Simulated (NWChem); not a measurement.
**Si3H6O2 (SMILES [SiH3]O[Si]O[SiH3]): levels of theory compared**

Wanted: a comparison of 4 runs (HF/STO-3G, HF/3-21G, B3LYP/6-31G*) of Si3H6O2. 

The calculation is run with NWChem 7.3.0.

## Step 1: The system as given

Si3H6O2 has 11 atoms, charge 0, and is taken as a singlet. SMILES: `[SiH3]O[Si]O[SiH3]`. The shape is that of a PBE0-D4/def2-TZVP optimisation. This is one conformer, not always the lowest.

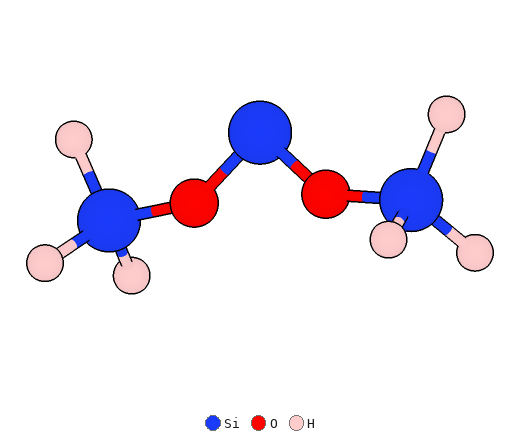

The structure, seen from a chosen angle (silicon blue, oxygen red, hydrogen pink).

## Step 2: Energy and forces at HF/STO-3G (run 1)

a.nw reads:

```
start a
title "H6O2Si3 hf"
memory stack 880 mb heap 220 mb global 1100 mb

geometry units angstroms noautosym nocenter noautoz
   Si      -2.783600       0.530400      -0.561300
   O       -1.219400       0.270700      -0.130200
   Si      -0.087800       0.377000       1.052200
   O        1.219600      -0.229700       0.269600
   Si       2.814100      -0.617000       0.355700
   H       -3.548700       1.109800       0.573700
   H       -3.392600      -0.762900      -0.956800
   H       -2.814700       1.471200      -1.707700
   H        2.969600      -2.068200       0.091400
   H        3.356500      -0.299600       1.702700
   H        3.552200       0.161500      -0.668600
end

basis spherical bse
   * library STO-3G
end

scf
   thresh 1e-08
   maxiter 80
end

task scf gradient
```

Launch:

```bash
nwchem a.nw > a.out
```

What it wrote:

```text
[...]
  functions       =    43
[...]
  wavefunction    = RHF
[...]
         Total SCF energy =  -1008.047659543510
      One-electron energy =  -2076.066270694686
      Two-electron energy =    732.274562930523
 Nuclear repulsion energy =    335.744048220654
        Time for solution =      2.3s
[...]
                         RHF ENERGY GRADIENTS
    atom               coordinates                        gradient
                 x          y          z           x          y          z
   1 Si     -5.260241   1.002311  -1.060703    0.010179  -0.003155  -0.001323
   2 O      -2.304332   0.511549  -0.246042   -0.016353   0.005692   0.004161
   3 Si     -0.165918   0.712427   1.988370    0.000226  -0.000881  -0.002454
   4 O       2.304710  -0.434070   0.509470    0.015176  -0.000789   0.009332
   5 Si      5.317878  -1.165961   0.672176   -0.009689   0.000961  -0.004603
   6 H      -6.706071   2.097218   1.084136   -0.013604   0.011887   0.024890
   7 H      -6.411084  -1.441672  -1.808090   -0.010386  -0.027344  -0.007746
   8 H      -5.319012   2.780165  -3.227085    0.001644   0.019188  -0.023412
   9 H       5.611730  -3.908331   0.172721    0.000929  -0.029700  -0.005771
  10 H       6.342865  -0.566162   3.217636    0.008815   0.007419   0.028522
  11 H       6.712685   0.305191  -1.263471    0.013063   0.016722  -0.021597
[...]
```

Run time: 3.3 s. Hardware: 1 thread of Intel Xeon 6975P-C (Granite Rapids), shared host; peak memory 0.097 GiB.

## Step 3: Energy and forces at HF/3-21G (run 2)

run.py reads:

```python
from ase import Atoms
from ase.calculators.nwchem import NWChem

system = Atoms(['Si', 'O', 'Si', 'O', 'Si', 'H', 'H', 'H', 'H', 'H', 'H'], positions=[
    [-2.783600, 0.530400, -0.561300],
    [-1.219400, 0.270700, -0.130200],
    [-0.087800, 0.377000, 1.052200],
    [1.219600, -0.229700, 0.269600],
    [2.814100, -0.617000, 0.355700],
    [-3.548700, 1.109800, 0.573700],
    [-3.392600, -0.762900, -0.956800],
    [-2.814700, 1.471200, -1.707700],
    [2.969600, -2.068200, 0.091400],
    [3.356500, -0.299600, 1.702700],
    [3.552200, 0.161500, -0.668600],
])

calc = NWChem(
    label='input',
    theory='scf',
    memory='2200 mb',
    basis='3-21G',
    basispar='spherical bse',
    scf={'nopen': '0', 'rhf': None, 'thresh': '1e-08', 'maxiter': '80', 'print': 'low'},
)
system.calc = calc

forces = system.get_forces()
e = system.get_potential_energy()
print(f"E = {e:.6f} eV")
print("forces (eV/A):")
for s, f in zip(system.symbols, forces):
    print(f"{s:2s} {f[0]:10.5f} {f[1]:10.5f} {f[2]:10.5f}")
```

Launch:

```bash
export ASE_NWCHEM_COMMAND="nwchem PREFIX.nwi > PREFIX.nwo"
python run.py
```

What it wrote:

```text
E = -27612.281366 eV
forces (eV/A):
Si   -0.43837   -0.11205   -0.67599
O    -0.08721    0.17170    0.44172
Si   -0.01126    0.04623    0.12475
O     0.00514    0.15360    0.45663
Si    0.54713   -0.31650   -0.51324
H    -0.07708    0.01625   -0.01095
H    -0.15637    0.07569    0.00442
H    -0.17118    0.01707    0.02520
H     0.16388    0.01049    0.05682
H     0.07667   -0.01538    0.01404
H     0.14876   -0.04710    0.07662
```

The calculator wrote input.nwi:

```
title "input"

permanent_dir input

scratch_dir input

start input

geometry units angstrom nocenter noautosym noautoz
  Si -2.7835999999999999e+00 5.3039999999999998e-01 -5.6130000000000002e-01
  O  -1.2194000000000000e+00 2.7070000000000000e-01 -1.3020000000000001e-01
  Si -8.7800000000000003e-02 3.7700000000000000e-01 1.0522000000000000e+00
  O  1.2196000000000000e+00 -2.2969999999999999e-01 2.6960000000000001e-01
  Si 2.8140999999999998e+00 -6.1699999999999999e-01 3.5570000000000002e-01
  H  -3.5487000000000002e+00 1.1097999999999999e+00 5.7369999999999999e-01
  H  -3.3925999999999998e+00 -7.6290000000000002e-01 -9.5679999999999998e-01
  H  -2.8147000000000002e+00 1.4712000000000001e+00 -1.7077000000000000e+00
  H  2.9695999999999998e+00 -2.0682000000000000e+00 9.1399999999999995e-02
  H  3.3565000000000000e+00 -2.9959999999999998e-01 1.7027000000000001e+00
  H  3.5522000000000000e+00 1.6150000000000000e-01 -6.6859999999999997e-01
end

memory 2200 mb

basis spherical bse noprint
   * library 3-21G
end

scf
  nopen 0
  rhf
  thresh 1e-08
  maxiter 80
  print low
end

task scf gradient
```

input.nwo:

```text
Northwest Computational Chemistry Package (NWChem) 7.3.0
             --------------------------------------------------------

           Job information
           ---------------

    nwchem branch   = 7.3.0
    use scalapack   = T
    input           = input.nwi
    prefix          = input.
    data base       = input/input.db
    status          = startup
    nproc           =        1

           Memory information
           ------------------

[... 5 lines left out ...]
    hardfail = no
[... 113 lines left out ...]
       Final RHF  results
[... 3 lines left out ...]
      One-electron energy =  -2076.272823609263
[... 1 line left out ...]
 Nuclear repulsion energy =    335.744048220654
[... 3 lines left out ...]
                              NWChem Gradients Module
                              -----------------------

                         RHF ENERGY GRADIENTS

    atom               coordinates                        gradient
                 x          y          z           x          y          z
   1 Si     -5.260241   1.002311  -1.060703    0.008525   0.002179   0.013146
   2 O      -2.304332   0.511549  -0.246042    0.001696  -0.003339  -0.008590
   3 Si     -0.165918   0.712427   1.988370    0.000219  -0.000899  -0.002426
[... 7 lines of this table left out ...]
  11 H       6.712685   0.305191  -1.263471   -0.002893   0.000916  -0.001490

 Task  times  cpu:        2.9s     wall:        2.9s
 Total times  cpu:        2.9s     wall:        2.9s
```

It took 3.9 s on 1 thread of Intel Xeon 6975P-C (Granite Rapids), shared host; peak memory 0.096 GiB.

Run 3 isn't shown in full; the table further down has it.

## Step 4: Energy and gradient at B3LYP/6-31G(d) (Cartesian functions) (run 4)

run.py reads:

```python
from ase import Atoms
from ase.calculators.nwchem import NWChem

mol = Atoms('SiOSiOSiHHHHHH', positions=[
    [-2.783600, 0.530400, -0.561300],
    [-1.219400, 0.270700, -0.130200],
    [-0.087800, 0.377000, 1.052200],
    [1.219600, -0.229700, 0.269600],
    [2.814100, -0.617000, 0.355700],
    [-3.548700, 1.109800, 0.573700],
    [-3.392600, -0.762900, -0.956800],
    [-2.814700, 1.471200, -1.707700],
    [2.969600, -2.068200, 0.091400],
    [3.356500, -0.299600, 1.702700],
    [3.552200, 0.161500, -0.668600],
])

calc = NWChem(
    label='h6o2si3',
    theory='dft',
    memory='2200 mb',
    basis='6-31G*',
    dft={'xc': 'b3lyp', 'mult': '1', 'grid': 'fine', 'convergence': 'energy 1e-08', 'iterations': '100', 'mulliken': None},
)
mol.calc = calc

forces = mol.get_forces()
print("Total energy (eV):", round(mol.get_potential_energy(), 6))
print("forces (eV/A):")
for s, f in zip(mol.symbols, forces):
    print(f"{s:2s} {f[0]:10.5f} {f[1]:10.5f} {f[2]:10.5f}")
print("dipole (e A):", mol.get_dipole_moment().round(4))
```

Launch:

```bash
export ASE_NWCHEM_COMMAND="nwchem PREFIX.nwi > PREFIX.nwo"
python run.py
```

What it wrote:

```text
Total energy (eV): -27828.000199
forces (eV/A):
Si   -0.43997    0.06315   -0.15838
O     0.08536   -0.10783   -0.25238
Si   -0.06443    0.26092    0.71867
O    -0.03954   -0.08212   -0.27279
Si    0.45673   -0.12244   -0.01039
H    -0.06839    0.01717   -0.00123
H    -0.05955   -0.00458   -0.01687
H    -0.05338    0.01810   -0.02345
H     0.05533   -0.02772    0.00206
H     0.06654   -0.01039    0.02057
H     0.06130   -0.00427   -0.00576
dipole (e A): [ 0.0005 -0.0028 -0.0069]
```

The calculator wrote h6o2si3.nwi:

```
title "h6o2si3"

permanent_dir h6o2si3

scratch_dir h6o2si3

start h6o2si3

geometry units angstrom nocenter noautosym noautoz
  Si -2.7835999999999999e+00 5.3039999999999998e-01 -5.6130000000000002e-01
  O  -1.2194000000000000e+00 2.7070000000000000e-01 -1.3020000000000001e-01
  Si -8.7800000000000003e-02 3.7700000000000000e-01 1.0522000000000000e+00
  O  1.2196000000000000e+00 -2.2969999999999999e-01 2.6960000000000001e-01
  Si 2.8140999999999998e+00 -6.1699999999999999e-01 3.5570000000000002e-01
  H  -3.5487000000000002e+00 1.1097999999999999e+00 5.7369999999999999e-01
  H  -3.3925999999999998e+00 -7.6290000000000002e-01 -9.5679999999999998e-01
  H  -2.8147000000000002e+00 1.4712000000000001e+00 -1.7077000000000000e+00
  H  2.9695999999999998e+00 -2.0682000000000000e+00 9.1399999999999995e-02
  H  3.3565000000000000e+00 -2.9959999999999998e-01 1.7027000000000001e+00
  H  3.5522000000000000e+00 1.6150000000000000e-01 -6.6859999999999997e-01
end

memory 2200 mb

basis noprint
   * library 6-31G*
end

dft
  xc b3lyp
  mult 1
  grid fine
  convergence energy 1e-08
  iterations 100
  mulliken
end

task dft gradient
```

h6o2si3.nwo:

```text
Northwest Computational Chemistry Package (NWChem) 7.3.0
             --------------------------------------------------------

           Job information
           ---------------

    nwchem branch   = 7.3.0
    use scalapack   = T
    input           = h6o2si3.nwi
    prefix          = h6o2si3.
    data base       = h6o2si3/h6o2si3.db
    status          = startup
    nproc           =        1

           Memory information
           ------------------

[... 5 lines left out ...]
    hardfail = no
[... 107 lines left out ...]
  convergence criterion.
[... 42 lines left out ...]
          Spatial weights used:  Erf1
[... 32 lines left out ...]
 1-e energy   =   -2079.561202
[... 41 lines left out ...]
           Coulomb energy =      807.358907760008
[... 773 lines left out ...]
          Convergence on density requested:  1.00D-05
[... 28 lines left out ...]
          total energy or number of iterations.
[... 36 lines left out ...]
                 ----------------------------------------
                 |  Time  |  1-e(secs)   |  2-e(secs)   |
                 ----------------------------------------
                 |  CPU   |       0.01   |       2.23   |
                 ----------------------------------------
                 |  WALL  |       0.01   |       2.23   |
                 ----------------------------------------

 Task  times  cpu:       19.2s     wall:       19.2s
 Total times  cpu:       19.2s     wall:       19.2s
```

Wall time 20 s (1 thread of Intel Xeon 6975P-C (Granite Rapids), shared host); peak memory 0.13 GiB.

## Step 5: The series

```csv
run,level,iteration cap,module,energy (Eh),dipole moment (D),HOMO energy (eV),LUMO energy (eV),wall time
1,HF/STO-3G,80,scf,-1008.047660,0.71,-5.48,7.85,3.3 s
2,HF/3-21G,80,scf,-1014.732632,–,–,–,3.9 s
3,B3LYP/6-31G* (spherical functions),100,dft,-1022.652652,0.04,-6.71,-1.36,20 s
4,B3LYP/6-31G* (Cartesian functions),100,dft,-1022.660153,0.04,-6.71,-1.36,20 s
```

## Step 6: What came out

| quantity | value |
| --- | --- |
| run 4: total energy | -1022.66015 Eh |
| run 4: dipole moment | 0.04 D |
| run 4: HOMO energy | -6.71 eV |
| run 4: LUMO energy | -1.36 eV |
| run 4: HOMO–LUMO gap | 5.35 eV |
| run 4: largest force on an atom | 0.767 eV/Å |

**Reading.** Over runs 1, 3, 4 the dipole moment (its size) runs from 0.04 D (B3LYP/6-31G*) to 0.71 D (HF/STO-3G). The two ends differ in method and basis. The two dipoles point in opposite directions. Over runs 1, 3, 4 the HOMO–LUMO gap runs from 5.35 eV (B3LYP/6-31G*) to 13.33 eV (HF/STO-3G). In run 1 the basis is minimal, so the values are rough. All runs together took 47 s, the longest 20 s.
